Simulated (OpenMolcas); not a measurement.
# One shape, several levels: doublet [B3H3O3]+

Aim: a comparison of 6 runs (UHF/STO-3G, UHF/6-31G*, U-r2SCAN/6-31G*, UM06-2X/6-31G*, UPBE0/6-31G*, UTPSS/6-31G*) of doublet [B3H3O3]+. 

Program for the calculation: OpenMolcas 26.06.

1 further run of the same task is left out (set aside as unsound or not needed).

**1. Starting point**

The species is [B3H3O3]+ (9 atoms), meant as a doublet with charge +1. As SMILES of the parent species, `B1OBOBO1`. Geometry: relaxed at PBE0-D4/def2-TZVP. This is one conformer, not always the lowest. That shape belongs to the parent species and isn't relaxed for this state.

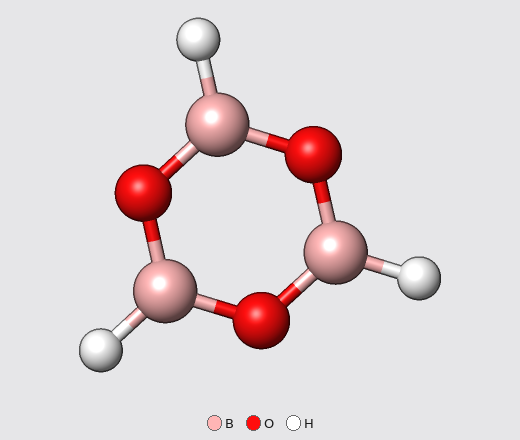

Viewed from a chosen angle; boron pink, oxygen red, hydrogen white.

**2. A single-point energy at UHF/STO-3G (run 1)**

The input, coord.xyz:

```xyz
9

B      1.301600     0.115800    -0.424700
O      0.612800    -1.053500    -0.624800
B     -0.686900    -1.172700    -0.202300
O     -1.297400    -0.115400     0.423200
B     -0.614800     1.056900     0.626900
O      0.684600     1.168900     0.201600
H      2.429300     0.216200    -0.792600
H     -1.281900    -2.188700    -0.377500
H     -1.147300     1.972500     1.170100
```

The input, calc.input:

```
&gateway
  baslib=$CurrDir
  coord=coord.xyz
  basis=STO-3G
  group=NoSym

&seward

&scf
  uhf
  charge=1
  spin=2
  thresholds=1e-10 1e-07 1e-07 1e-05
  prorbitals=1 2
```

The basis set STO-3G is read from a file made from the Basis Set Exchange's data (not shown).

The run is started by

```sh
$ export MOLCAS_MEM=1860
$ pymolcas calc.input > calc.log
```

Standard output:

```text
--- Start Module: gateway ---
[...]
--- Stop Module: gateway /rc=_RC_ALL_IS_WELL_ ---
--- Start Module: seward ---
[...]
      Basis functions           33
--- Stop Module: seward /rc=_RC_ALL_IS_WELL_ ---
[...]
--- Start Module: scf ---
[...]
       Convergence after  43 Iterations
[...]
::    Total SCF energy                               -296.4237208384
[...]
      Total spin, S                                     0.5051941393
[...]
      Total electronic charge=   41.000000
      Total            charge=    1.000000
[...]
      Dipole Moment (debye):
      Origin of the operator (angstrom)=   -0.0000    0.0000   -0.0000
                   X= -2.9059E+00               Y= -2.5865E-01               Z=  9.4739E-01           Total=  3.0674E+00
      Center of Charge (angstrom)
[...]
--- Stop Module: scf /rc=_RC_ALL_IS_WELL_ ---
[...]
```

Run time: 4.8 s. Hardware: 1 thread of AMD EPYC 7R43 (Zen 3), shared host; peak memory 0.37 GiB.

**3. The energy at UHF/6-31G(d) (spherical functions) (run 2)**

The input, test.input:

```
>>> EXPORT MOLCAS_PRINT=2

&GATEWAY
  BasLib = $CurrDir
  Coord
  9
  angstrom
  B        1.301600       0.115800      -0.424700
  O        0.612800      -1.053500      -0.624800
  B       -0.686900      -1.172700      -0.202300
  O       -1.297400      -0.115400       0.423200
  B       -0.614800       1.056900       0.626900
  O        0.684600       1.168900       0.201600
  H        2.429300       0.216200      -0.792600
  H       -1.281900      -2.188700      -0.377500
  H       -1.147300       1.972500       1.170100
  Basis = 6-31Gs
  Group = NoSym

&SEWARD

&SCF
  UHF
  Charge = 1
  Spin = 2
  Thresholds = 1e-10 1e-07 1e-07 1e-05
  PrOrbitals = 1 2
```

The basis set 6-31G* is read from a file made from the Basis Set Exchange's data (not shown).

The run is started by

```sh
$ export MOLCAS_MEM=1860
$ pymolcas test.input > test.log
```

Standard output:

```text
--- Start Module: gateway ---
[...]
--- Stop Module: gateway /rc=_RC_ALL_IS_WELL_ ---
--- Start Module: seward ---
[...]
      Basis functions           90
--- Stop Module: seward /rc=_RC_ALL_IS_WELL_ ---
[...]
--- Start Module: scf ---
[...]
       Convergence after  86 Iterations
[...]
::    Total SCF energy                               -300.2587886375
[...]
      Total spin, S                                     0.5064357657
[...]
      Total electronic charge=   41.000000
      Total            charge=    1.000000
[...]
      Dipole Moment (debye):
      Origin of the operator (angstrom)=   -0.0000    0.0000   -0.0000
                   X=  1.7291E+00               Y=  2.9531E+00               Z=  5.0893E-01           Total=  3.4597E+00
      Center of Charge (angstrom)
[...]
--- Stop Module: scf /rc=_RC_ALL_IS_WELL_ ---
[...]
```

Wall time 46 s (1 thread of AMD EPYC 7R43 (Zen 3), shared host); peak memory 0.49 GiB.

Runs 3 to 5 aren't shown in full; the table further down has their settings and results.

**4. The energy at UTPSS/6-31G(d) (spherical functions) (run 6)**

coord.xyz is that of step 2.

The input, calc.input:

```
&GATEWAY
BASLIB
$CurrDir
COORD
coord.xyz
BASIS
6-31Gs
GROUP
NoSym
&SEWARD
GRIDINPUT
Grid=UltraFine
End of Grid
&SCF
UHF
CHARGE
1
SPIN
2
KSDFT
2
1.0 MGGA_X_TPSS
1.0 MGGA_C_TPSS
THRESHOLDS
1e-10 1e-07 1e-07 1e-05
PRORBITALS
1 2
```

The basis set 6-31G* is read from a file made from the Basis Set Exchange's data (not shown).

The run is started by

```sh
$ export MOLCAS_MEM=1860
$ pymolcas calc.input > calc.log
```

Standard output:

```text
--- Start Module: gateway ---
[...]
--- Stop Module: gateway /rc=_RC_ALL_IS_WELL_ ---
--- Start Module: seward ---
[...]
      Basis functions           90
--- Stop Module: seward /rc=_RC_ALL_IS_WELL_ ---
[...]
--- Start Module: scf ---
[...]
       Convergence after  48 Iterations
[...]
::    Total KS-DFT energy                            -301.9329380156
[...]
      Total spin, S                                     0.5012996730
[...]
      Total electronic charge=   41.000000
      Total            charge=    1.000000
[...]
      Dipole Moment (debye):
      Origin of the operator (angstrom)=   -0.0000    0.0000   -0.0000
                   X= -7.6584E-01               Y=  1.3164E+00               Z=  7.8087E-01           Total=  1.7115E+00
      Center of Charge (angstrom)
[...]
--- Stop Module: scf /rc=_RC_ALL_IS_WELL_ ---
[...]
```

It took 3.9 min on 1 thread of AMD EPYC 7R43 (Zen 3), shared host; peak memory 0.49 GiB.

**5. The series**

| run | level | integration grid | energy (Eh) | HOMO energy (eV) | LUMO energy (eV) | ⟨S²⟩ | wall time |
| --- | --- | --- | --- | --- | --- | --- | --- |
| 1 | UHF/STO-3G | – | -296.423721 | -17.72 | -6.66 | 0.760 | 4.8 s |
| 2 | UHF/6-31G* (spherical functions) | – | -300.258789 | -19.67 | -9.46 | 0.763 | 46 s |
| 3 | U-r2SCAN/6-31G* (spherical functions) | UltraFine | -301.717475 | -14.64 | -14.46 | 0.754 | 5.2 min |
| 4 | UM06-2X/6-31G* (spherical functions) | UltraFine | -301.753512 | -17.15 | -13.56 | 0.758 | 3.5 min |
| 5 | UPBE0/6-31G* (spherical functions) | UltraFine | -301.522448 | -15.73 | -14.10 | 0.755 | 98 s |
| 6 | UTPSS/6-31G* (spherical functions) | UltraFine | -301.932938 | -14.51 | -14.32 | 0.753 | 3.9 min |

**6. What came out**

| quantity | value |
| --- | --- |
| run 6: total energy | -301.93294 Eh |
| run 6: HOMO energy (highest over α and β) | -14.51 eV |
| run 6: LUMO energy (lowest over α and β) | -14.32 eV |
| run 6: ⟨S²⟩ | 0.753 |

Totals of different functionals can't be ranked against each other. In run 1 the basis is minimal, so the values are rough. All runs together took 15 min, the longest 5.2 min.
